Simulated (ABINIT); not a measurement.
## GaN (P6_3mc): a self-consistent loop beyond G0W0, cycle by cycle

Wanted: G0W0 and self-consistent gaps of GaN (P6_3mc), with the cost of the cycles.

Calculated with ABINIT 10.8.3; PBE and many-body steps on it, plane waves.

The database entry behind the starting cell differs from later determinations by our own check (about 0.3 % short, ideal inner coordinate), so it need not match the best structure at ambient conditions.

### 1. The starting structure

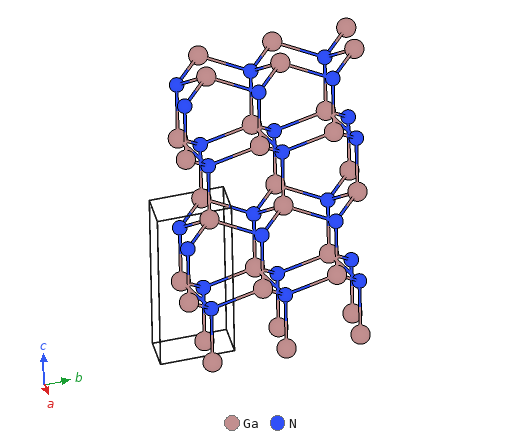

The starting structure, seen slightly off an axis (gallium pink, nitrogen blue). 2×3×2 cells are drawn. Some periodic images of atoms are drawn too.

The cell and positions come from the Crystallography Open Database and are kept as given unless a step says otherwise.

### 2. Empty states on the mesh, 6×6×4 mesh, 89 bands

This step: ABINIT 10.8.3; DFT, PBE, plane waves, norm-conserving pseudopotentials.

The sums over transitions need many empty states on a uniform mesh; this step solves for them.

run.abi reads:

```
acell 3*1.0 Angstrom
rprim 
  3.179999999980 0.000000000005 0.000000000000
  -1.589999999994 2.753960784015 0.000000000000
  0.000000000000 0.000000000000 5.166000000000
ntypat 2
znucl 31 7
natom 4
typat 1 1 2 2
xred 
  0.333333333333 0.666666666667 0.000000000000
  0.666666666667 0.333333333333 0.500000000000
  0.333333333333 0.666666666667 0.375000000000
  0.666666666667 0.333333333333 0.875000000000
pp_dirpath "pseudos"
pseudos "Ga.upf, N.upf"
ecut 45
ngkpt 6 6 4
nshiftk 1
shiftk 0 0 0
kptopt 1
chksymbreak 0
iscf -2
irdden 1
istwfk *1
nband 89
nbdbuf 8
tolwfr 1e-09
nstep 60
prtvol 0
indata_prefix "in"
outdata_prefix "out"
tmpdata_prefix "tmp"
```

Started as:

```
> OMP_NUM_THREADS=1 mpirun -n 4 abinit run.abi > log
```

Numbers of over 12 decimals in the logs are rounded to 6 here.

What it wrote:

```text
.Version 10.8.3 of ABINIT. v10.8.2 released Aug 2026.

 Symmetries : space group P6_3 m c (#186); Bravais hP (primitive hexag.)
[... echo of the input left out ...]
== DATASET  1 ==================================================================
-   mpi_nproc: 4, omp_nthreads: 1 (-1 if OMP is not activated)

--- !DatasetInfo
iteration_state: {dtset: 1, }
dimensions: {natom: 4, nkpt: 21, mband: 89, nsppol: 1, nspinor: 1, nspden: 1, mpw: 4428, }
cutoff_energies: {ecut:  45.0, pawecutdg:  -1.0, }
[...]
2.30522    2.30522    2.30628    2.30788    2.32349    2.32349    2.36754    2.41486
   2.41486    2.44799    2.46267    2.46267    2.55895    2.55904    2.58279    2.59611
   2.61009
 prteigrs : prtvol=0 or 1, do not print more k-points.

== END DATASET(S) ==============================================================
================================================================================

 -outvars: echo values of variables after computation  --------
            nband          89
             nkpt          21
          spgroup         186
 [... the other variables as echoed above ...]

 Calculation completed.
```

Elapsed: 53 s, on 4 MPI ranks of Arm Neoverse V1, shared host; peak memory 0.4 GiB; 3.5 min of CPU time.

Numbers from this step:

```yaml
gap: 1.995 eV
k_of_the_valence_top: 0, 0, 0
k_of_the_conduction_bottom: 0, 0, 0
least_direct_gap: 1.995 eV
k_points_computed: 21
lowest_point_of_the_top_converged_band_above_the_valence_top: 56.2029 eV
```

On this mesh the gap is 1.995 eV.

The density comes from a self-consistent run that is not shown.

### 3. Screening, 6×6×4 mesh, 81 bands, screening to 130.6 eV

The RPA dielectric matrix is built and inverted for each q.

This step: RPA screening on PBE, plane waves, norm-conserving pseudopotentials.

run.abi: that of step 2 with these lines changed.

```diff
@@ -22,10 +22,11 @@
 chksymbreak 0
-iscf -2
-irdden 1
 istwfk *1
-nband 89
-nbdbuf 8
-tolwfr 1e-09
-nstep 60
-prtvol 0
+occopt 1
+irdwfk 1
+optdriver 3
+nband 81
+ecuteps 4.8
+inclvkb 2
+awtr 1
+symchi 1
 indata_prefix "in"
```

What it wrote:

```text
.Version 10.8.3 of ABINIT. v10.8.2 released Aug 2026.

 Symmetries : space group P6_3 m c (#186); Bravais hP (primitive hexag.)
[... echo of the input left out ...]
== DATASET  1 ==================================================================
-   mpi_nproc: 4, omp_nthreads: 1 (-1 if OMP is not activated)

--- !DatasetInfo
iteration_state: {dtset: 1, }
dimensions: {natom: 4, nkpt: 21, mband: 81, nsppol: 1, nspinor: 1, nspden: 1, mpw: 4428, }
cutoff_energies: {ecut:  45.0, pawecutdg:  -1.0, }
electrons: {nelect:   5.20000000E+01, charge:   0.00000000E+00, occopt:   1.00000000E+00, tsmear:   1.00000000E-02, }

 SCREENING: Calculation of the susceptibility and dielectric matrices

 Based on a program developped by R.W. Godby, V. Olevano, G. Onida, and L. Reining.
 Incorporated in ABINIT by V. Olevano, G.-M. Rignanese, and M. Torrent.
.Using double precision arithmetic ; gwpc =  8

[... cell and pseudopotentials left out ...]
--------------------------------------------------------------------------------

 ==== K-mesh for the wavefunctions ====
 Number of points in the irreducible wedge :    21
[... list of points left out ...]
 Together with 12 symmetry operations and time-reversal symmetry
 yields   144 points in the full Brillouin Zone.

 ==== Q-mesh for the screening function ====
 Number of points in the irreducible wedge :    21
[... list of points left out ...]
 Together with 12 symmetry operations and time-reversal symmetry
 yields   144 points in the full Brillouin Zone.

 setmesh: FFT mesh size selected  =    24x   24x   40
          total number of points  =        23040

 vcoul_init : cutoff-mode = AUXILIARY_FUNCTION
 q-points for optical limit:   1
     1)      0.000010    0.000020    0.000030

- screening: taking advantage of time-reversal symmetry
- Maximum band index for partially occupied states nbvw = 26
- Remaining bands to be divided among processors   nbcw = 55
- Number of bands treated by each node ~13

 Number of electrons calculated from density =   52.0000; Expected =   52.0000
 average of density, n =  0.170321
 r_s =    1.1191
 omega_plasma =   39.8097 [eV]

 calculating chi0 at frequencies [eV] :
  1    0.000000E+00    0.000000E+00
  2    0.000000E+00    3.980974E+01

--------------------------------------------------------------------------------
  q-point number  1        q = ( 0.000000, 0.000000, 0.000000) [r.l.u.]
--------------------------------------------------------------------------------
[... chi0 elements left out ...]
 For q-point:  0.000010 0.000020 0.000030
  dielectric constant =   5.7709
  dielectric constant without local fields =   6.1771

  Average fulfillment of the sum rule on Im[epsilon] for q-point    1 :     31.00  [%]
[... wings left out ...]
  q-point number  2        q = ( 0.166667, 0.000000, 0.000000) [r.l.u.]
--------------------------------------------------------------------------------
[... chi0 elements left out ...]
  Average fulfillment of the sum rule on Im[epsilon] for q-point    2 :     38.91  [%]

 [... 19 further q-points ...]
```

Run time: 3.8 min. Hardware: 4 MPI ranks; peak memory 1.8 GiB.

This step gave:

```
ε∞ with local fields, on this mesh, along the program's q direction : 5.771
the same without local fields                                       : 6.177
plasma frequency                                                    : 39.81 eV
plane waves in the screening matrix                                 : 147
```

Local fields lower ε∞ by 7 %.

### 4. G0W0

The self-energy is evaluated for the states that the input lists, and the levels follow from it, in one-shot runs by the linearised quasiparticle equation.

This step: G0W0 on PBE, plane waves, norm-conserving pseudopotentials.

run.abi: that of step 3 with these lines changed.

```diff
@@ -25,8 +25,15 @@
 irdwfk 1
-optdriver 3
+optdriver 4
 nband 81
+gwcalctyp 0
+ecutsigx 45
+symsigma 1
+nkptgw 1
+kptgw 
+  0.0000000000 0.0000000000 0.0000000000
+bdgw 
+  25 28
 ecuteps 4.8
-inclvkb 2
-awtr 1
-symchi 1
+irdscr 1
+ppmodel 1
 indata_prefix "in"
```

What it wrote:

```text
.Version 10.8.3 of ABINIT. v10.8.2 released Aug 2026.

 Symmetries : space group P6_3 m c (#186); Bravais hP (primitive hexag.)
[... echo of the input left out ...]
== DATASET  1 ==================================================================
-   mpi_nproc: 4, omp_nthreads: 1 (-1 if OMP is not activated)

--- !DatasetInfo
iteration_state: {dtset: 1, }
dimensions: {natom: 4, nkpt: 21, mband: 81, nsppol: 1, nspinor: 1, nspden: 1, mpw: 4428, }
cutoff_energies: {ecut:  45.0, pawecutdg:  -1.0, }
electrons: {nelect:   5.20000000E+01, charge:   0.00000000E+00, occopt:   1.00000000E+00, tsmear:   1.00000000E-02, }

 SIGMA: Calculation of the GW corrections

 Based on a program developped by R.W. Godby, V. Olevano, G. Onida, and L. Reining.
 Incorporated in ABINIT by V. Olevano, G.-M. Rignanese, and M. Torrent.
.Using double precision arithmetic ; gwpc =  8

[... cell and pseudopotentials left out ...]
--------------------------------------------------------------------------------

 ==== K-mesh for the wavefunctions ====
 Number of points in the irreducible wedge :    21
[... list of points left out ...]
 Together with 12 symmetry operations and time-reversal symmetry
 yields   144 points in the full Brillouin Zone.

 ==== Q-mesh for screening function ====
 Number of points in the irreducible wedge :    21
[... list of points left out ...]
 Together with 12 symmetry operations and time-reversal symmetry
 yields   144 points in the full Brillouin Zone.

 vcoul_init : cutoff-mode = AUXILIARY_FUNCTION
 q-points for optical limit:   1
     1)      0.000010    0.000020    0.000030
 setmesh: FFT mesh size selected  =    32x   32x   60
          total number of points  =        61440

 Number of electrons calculated from density =   52.0000; Expected =   52.0000
 average of density, n =  0.170321
 r_s =    1.1191
 omega_plasma =   39.8097 [eV]

 === KS Band Gaps ===
  >>>> For spin  1
   Minimum direct gap =   1.9947 [eV], located at k-point      :   0.0000  0.0000  0.0000
   Fundamental gap    =   1.9947 [eV], Top of valence bands at :   0.0000  0.0000  0.0000
                                       Bottom of conduction at :   0.0000  0.0000  0.0000
 SIGMA fundamental parameters:
 PLASMON POLE MODEL  1
 number of plane-waves for SigmaX                 4367
 number of plane-waves for SigmaC and W            147
 number of plane-waves for wavefunctions          4367
 number of bands                                    81
 number of independent spin polarizations            1
 number of spinorial components                      1
 number of k-points in IBZ                          21
 number of q-points in IBZ                          21
 number of symmetry operations                      12
 number of k-points in BZ                          144
 number of q-points in BZ                          144
 number of frequencies for dSigma/dE                 9
 frequency step for dSigma/dE [eV]                0.25
 number of omega for Sigma on real axis              0
 max omega for Sigma on real axis  [eV]           0.00
 zcut for avoiding poles [eV]                     0.10

 EPSILON^-1 parameters (SCR file):
 dimension of the eps^-1 matrix on file            147
 dimension of the eps^-1 matrix used               147
 number of plane-waves for wavefunctions          4367
 number of bands                                    81
 number of q-points in IBZ                          21
 number of frequencies                               2
 number of real frequencies                          1
 number of imag frequencies                          1

 matrix elements of self-energy operator (all in [eV])

 Perturbative Calculation

--- !SelfEnergy_ee
iteration_state: {dtset: 1, }
kpoint     : [   0.000,    0.000,    0.000, ]
spin       : 1
KS_gap     :    1.995
QP_gap     :    2.832
Delta_QP_KS:    0.837
data: !SigmaeeData |
     Band     E0 <VxcDFT>   SigX SigC(E0)      Z dSigC/dE  Sig(E)    E-E0       E
       25   7.035 -19.131 -22.605   3.357   0.800  -0.250 -19.224  -0.093   6.941
       26   7.035 -19.131 -22.605   3.357   0.800  -0.250 -19.224  -0.093   6.941
       27   9.029 -14.219 -10.131  -3.187   0.826  -0.211 -13.475   0.744   9.773
       28  11.364 -14.010  -9.023  -3.876   0.835  -0.197 -13.082   0.928  12.291

== END DATASET(S) ==============================================================
================================================================================

 -outvars: echo values of variables after computation  --------
           etotal      0.0000000000E+00
            nband          81
             nkpt          21
          spgroup         186
 [... the other variables as echoed above ...]

 Calculation completed.
```

Elapsed: 6 s, on 4 MPI ranks; peak memory 1.3 GiB; 24 s of CPU time.

This step gave:

| Item | Value |
| --- | --- |
| G0W0 gap on the points computed | 2.832 eV |
| starting gap on the mesh | 1.995 eV |
| k of the valence top | 0, 0, 0 |
| k of the conduction bottom | 0, 0, 0 |
| Z at the valence top | 0.8 |
| Z at the conduction bottom | 0.826 |
| least direct G0W0 gap on the computed points | 2.832 eV |

The gap on the mesh goes from 1.99 eV to 2.83 eV, a correction of +0.84 eV.

### 5. evGW0, cycle 1

This step: evGW0 on PBE, plane waves, norm-conserving pseudopotentials.

run.abi: that of step 4 with these lines changed.

```diff
@@ -27,10 +27,50 @@
 nband 81
-gwcalctyp 0
+gwcalctyp 10
 ecutsigx 45
 symsigma 1
-nkptgw 1
+nkptgw 21
 kptgw 
   0.0000000000 0.0000000000 0.0000000000
+  0.1666666667 0.0000000000 0.0000000000
+  0.3333333333 0.0000000000 0.0000000000
+  0.5000000000 0.0000000000 0.0000000000
+  0.1666666667 0.1666666667 0.0000000000
+  0.3333333333 0.1666666667 0.0000000000
+  0.3333333333 0.3333333333 0.0000000000
+  0.0000000000 0.0000000000 0.2500000000
+  0.1666666667 0.0000000000 0.2500000000
+  0.3333333333 0.0000000000 0.2500000000
+  0.5000000000 0.0000000000 0.2500000000
+  0.1666666667 0.1666666667 0.2500000000
+  0.3333333333 0.1666666667 0.2500000000
+  0.3333333333 0.3333333333 0.2500000000
+  0.0000000000 0.0000000000 0.5000000000
+  0.1666666667 0.0000000000 0.5000000000
+  0.3333333333 0.0000000000 0.5000000000
+  0.5000000000 0.0000000000 0.5000000000
+  0.1666666667 0.1666666667 0.5000000000
+  0.3333333333 0.1666666667 0.5000000000
+  0.3333333333 0.3333333333 0.5000000000
 bdgw 
-  25 28
+  21 40
+  21 40
+  21 40
+  21 40
+  21 40
+  21 40
+  21 40
+  21 40
+  21 40
+  21 40
+  21 40
+  21 40
+  21 40
+  21 40
+  21 40
+  21 40
+  21 40
+  21 40
+  21 40
+  21 40
+  21 40
 ecuteps 4.8
```

What it wrote:

```text
.Version 10.8.3 of ABINIT. v10.8.2 released Aug 2026.

 Symmetries : space group P6_3 m c (#186); Bravais hP (primitive hexag.)
[... echo of the input left out ...]
== DATASET  1 ==================================================================
-   mpi_nproc: 4, omp_nthreads: 1 (-1 if OMP is not activated)

--- !DatasetInfo
iteration_state: {dtset: 1, }
dimensions: {natom: 4, nkpt: 21, mband: 81, nsppol: 1, nspinor: 1, nspden: 1, mpw: 4428, }
cutoff_energies: {ecut:  45.0, pawecutdg:  -1.0, }
electrons: {nelect:   5.20000000E+01, charge:   0.00000000E+00, occopt:   1.00000000E+00, tsmear:   1.00000000E-02, }

 SIGMA: Calculation of the GW corrections

 Based on a program developped by R.W. Godby, V. Olevano, G. Onida, and L. Reining.
 Incorporated in ABINIT by V. Olevano, G.-M. Rignanese, and M. Torrent.
.Using double precision arithmetic ; gwpc =  8

[... cell and pseudopotentials left out ...]
--------------------------------------------------------------------------------

 ==== K-mesh for the wavefunctions ====
 Number of points in the irreducible wedge :    21
[... list of points left out ...]
 Together with 12 symmetry operations and time-reversal symmetry
 yields   144 points in the full Brillouin Zone.

 ==== Q-mesh for screening function ====
 Number of points in the irreducible wedge :    21
[... list of points left out ...]
 Together with 12 symmetry operations and time-reversal symmetry
 yields   144 points in the full Brillouin Zone.

 vcoul_init : cutoff-mode = AUXILIARY_FUNCTION
 q-points for optical limit:   1
     1)      0.000010    0.000020    0.000030
 setmesh: FFT mesh size selected  =    32x   32x   60
          total number of points  =        61440

 Number of electrons calculated from density =   52.0000; Expected =   52.0000
[...]
spin       : 1
KS_gap     :    7.170
QP_gap     :    8.392
Delta_QP_KS:    1.221
data: !SigmaeeData |
     Band     E_DFT   <VxcDFT>   E(N-1)  <Hhartree>   SigX  SigC[E(N-1)]    Z     dSigC/dE  Sig[E(N)]  DeltaE  E(N)_pert E(N)_diago
[...]
--- !SelfEnergy_ee
iteration_state: {dtset: 1, }
kpoint     : [   0.333,    0.333,    0.500, ]
spin       : 1
KS_gap     :    8.027
QP_gap     :    9.334
Delta_QP_KS:    1.308
data: !SigmaeeData |
     Band     E_DFT   <VxcDFT>   E(N-1)  <Hhartree>   SigX  SigC[E(N-1)]    Z     dSigC/dE  Sig[E(N)]  DeltaE  E(N)_pert E(N)_diago
[...]
39    29.540   -13.762    29.540    43.302    -5.666    -6.488     0.782    -0.279   -12.505     1.257    30.797    31.148
       40    29.540   -13.762    29.540    43.302    -5.666    -6.488     0.782    -0.279   -12.505     1.257    30.797    31.148

 New Fermi energy :        3.095753E-01 Ha ,    8.423974E+00 eV

 === QP Band Gaps ===
  >>>> For spin  1
   Minimum direct gap =   3.0115 [eV], located at k-point      :   0.0000  0.0000  0.0000
   Fundamental gap    =   3.0115 [eV], Top of valence bands at :   0.0000  0.0000  0.0000
                                       Bottom of conduction at :   0.0000  0.0000  0.0000

 writing QP data on file : out_QPS

 Convergence of QP corrections
 >>>>> For spin  1 <<<<<
.  kptgw no:  1; Maximum DeltaE = (   0.000   0.000) for band index:  9
.  kptgw no:  2; Maximum DeltaE = (   1.333  -0.001) for band index: 14
.  kptgw no:  3; Maximum DeltaE = (   1.157  -0.001) for band index: 10
[...]
.  kptgw no: 20; Maximum DeltaE = (   1.286  -0.000) for band index: 10
.  kptgw no: 21; Maximum DeltaE = (   1.240  -0.001) for band index: 12

== END DATASET(S) ==============================================================
================================================================================

 -outvars: echo values of variables after computation  --------
           etotal      0.0000000000E+00
            nband          81
             nkpt          21
          spgroup         186
 [... the other variables as echoed above ...]

 Calculation completed.
```

It took 14 min on 4 MPI ranks; peak memory 3.6 GiB.

Numbers from this step:

```yaml
quasiparticle_gap_on_the_mesh: 3.012 eV
gap_of_the_density_functional_on_the_mesh: 1.995 eV
k_of_the_valence_top: 0, 0, 0
k_of_the_conduction_bottom: 0, 0, 0
z_at_the_valence_top: 0.8
z_at_the_conduction_bottom: 0.826
least_direct_quasiparticle_gap_on_the_computed_points: 3.012 eV
```

Against G0W0 in ABINIT (6×6×4 mesh, 81 bands, screening to 130.6 eV, Godby-Needs plasmon pole), the gap moves by +0.180 eV. This first cycle still uses the starting levels; it takes the full correction, at all points of the mesh, and its linearised value is 2.832 eV.

### 6. evGW0, cycle 2

The corrected levels of the last cycle go back in.

run.abi: that of step 5 with these lines changed.

```diff
@@ -78,2 +78,3 @@
 ppmodel 1
+irdqps 1
 indata_prefix "in"
```

What it wrote:

```text
.Version 10.8.3 of ABINIT. v10.8.2 released Aug 2026.

 Symmetries : space group P6_3 m c (#186); Bravais hP (primitive hexag.)
[... echo of the input left out ...]
== DATASET  1 ==================================================================
-   mpi_nproc: 4, omp_nthreads: 1 (-1 if OMP is not activated)

--- !DatasetInfo
iteration_state: {dtset: 1, }
dimensions: {natom: 4, nkpt: 21, mband: 81, nsppol: 1, nspinor: 1, nspden: 1, mpw: 4428, }
cutoff_energies: {ecut:  45.0, pawecutdg:  -1.0, }
[...]
.  kptgw no:  3; Maximum DeltaE = (   0.137   0.001) for band index:  1
[...]
.  kptgw no: 20; Maximum DeltaE = (   0.109   0.001) for band index:  2
.  kptgw no: 21; Maximum DeltaE = (  -0.072   0.000) for band index: 11

== END DATASET(S) ==============================================================
================================================================================

 -outvars: echo values of variables after computation  --------
           etotal      0.0000000000E+00
            nband          81
             nkpt          21
          spgroup         186
 [... the other variables as echoed above ...]

 Calculation completed.
```

Elapsed: 14 min, on 4 MPI ranks; peak memory 3.6 GiB.

This step gave:

```yaml
quasiparticle_gap_on_the_mesh: 2.970 eV
gap_of_the_density_functional_on_the_mesh: 1.995 eV
k_of_the_valence_top: 0, 0, 0
k_of_the_conduction_bottom: 0, 0, 0
least_direct_quasiparticle_gap_on_the_computed_points: 2.970 eV
```

Against the cycle before, the gap moves by −0.042 eV.

(Part 1 of 3 ends here.)

[Paths, hosts, dates, memory and timing lines, banners, echoed tables and standing remarks are left out of the program output.]

[Logs are printed without paths, hosts, clocks, repeated set-up lines and the standing remarks that a program may print on its own settings, such as how far it seeks lower states.]

[Runs of the session that timed out or met a known fault of the program may be left out.]

[Hosts, paths, dates, database ids (printed as entryN), source tags and the programs' standing remarks are cut or masked in the printed files.]

[G0W0 gaps are taken among the corrected bands and points alone; a level outside them can change the order at an edge.]

[Where Ansatz stands beside ABINIT at settings called matched, ABINIT's density can come from a denser mesh and the files from another edition; pairs whose starting gaps differed by over 0.03 eV were left out, so agreement reads better than it is.]
